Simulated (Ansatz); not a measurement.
AlFH₄N₂···H₂

The calculation's input:

```
crystal:
  periodic: [false, false, false]
  atoms:
    - { symbol: Al, position_ang: [-0.001704, 0.670495, -0.546096] }
    - { symbol: H, position_ang: [0.098206, 0.210323, 2.175222] }
    - { symbol: "N", position_ang: [1.554649, -0.055275, -0.931508] }
    - { symbol: H, position_ang: [1.700434, -0.886459, -1.470241] }
    - { symbol: H, position_ang: [2.437413, 0.320738, -0.642481] }
    - { symbol: "N", position_ang: [-1.564131, 0.005235, -1.010063] }
    - { symbol: H, position_ang: [-1.724041, -0.874626, -1.460727] }
    - { symbol: H, position_ang: [-2.438999, 0.470656, -0.860812] }
    - { symbol: F, position_ang: [0.008737, 2.144069, 0.253077] }
    - { symbol: H, position_ang: [0.066436, 0.893044, 1.97563] }
basis:
  gaussian: { orbitals: def2-SVP }
hamiltonian:
  xc: hf
relax:
  f_tol: 0.03
  max_steps: 50
output:
  orbitals: {}
```

Run with:

```sh
ansatz run input.yaml --threads 1 --pin off --max-ram 2048MiB --backend cpu --events-out ev --progress --plain --runs-dir out
```

The fields are those of the run's last geometry, not of the input's.

Level of theory: RHF/def2-SVP in Ansatz 0.2.0.

Q: What can the converged electron density and electron localisation function tell about the bonding?

A: Al–F (1.66 Å): ρ at the midpoint is about 0.8 e/Å³; the ELF peaks at about 0.85 in the valence shell of F, 0.5 Å from its nucleus, and is about 0.20 at the midpoint.
Al–N (1.76 Å): ρ at the midpoint is about 0.87 e/Å³; the ELF peaks at about 0.90 in the valence shell of N, 0.7 Å from its nucleus, and is about 0.65 at the midpoint.
N–H (1.00 Å): ρ at the midpoint is about 2.8 e/Å³; the ELF climbs to about 1 towards the hydrogen, as it does in any bond to H (a covalent bond by its length).

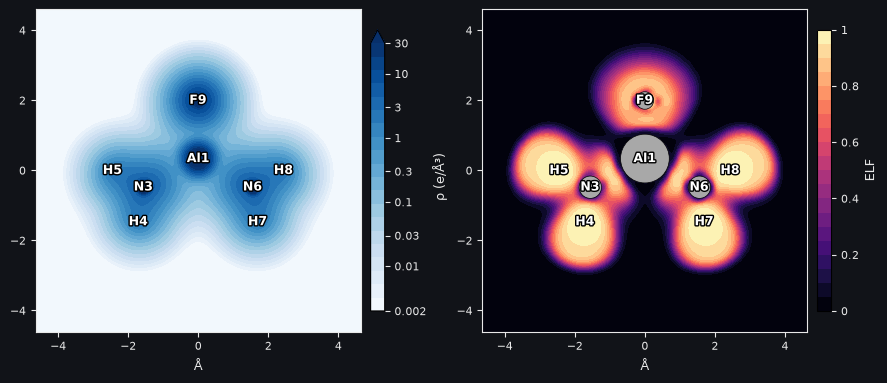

Computed electron density and electron localisation function on the plane of atoms H7, N6 and H8, in this order. Grey discs cover the atomic cores in the ELF map. 
